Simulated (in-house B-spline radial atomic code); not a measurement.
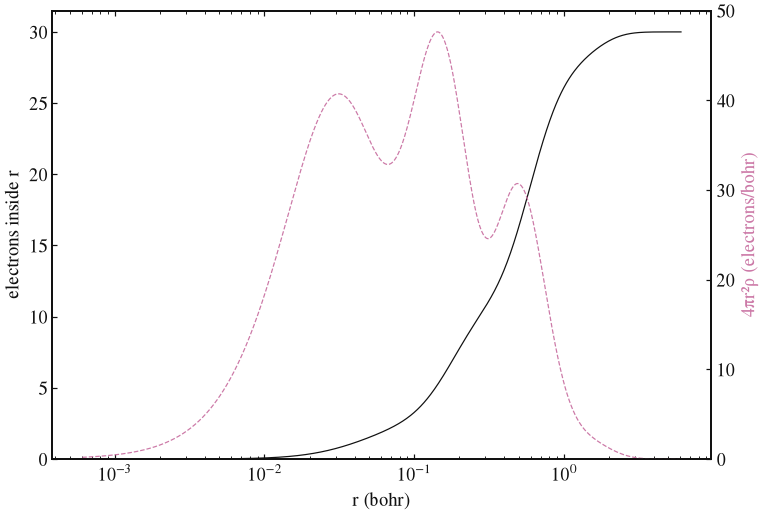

The arsenic ion As³⁺ in the configuration [Ar] 3d10 4s2. The calculation used an in-house B-spline radial code at this level: scalar-relativistic (spin-free one-electron X2C) LDA (Slater, PW92), spin-polarised, spherical fractional occupations, Fermi nucleus, basis-set limit. Radial functions and radii carry no picture-change correction.

The plot shows the number of electrons inside radius r (solid) and the radial density 4πr²ρ (dashed).

> Describe it and give its main numbers.

The count levels off at 30 electrons. Half of them lie within 0.458 bohr, 90 % within 1.13 bohr and 99 % within 2.37 bohr. The radial density has minima at 0.067 and 0.31 bohr, where the count stands at 2.1 and 11.0; these part the shells that the density resolves.
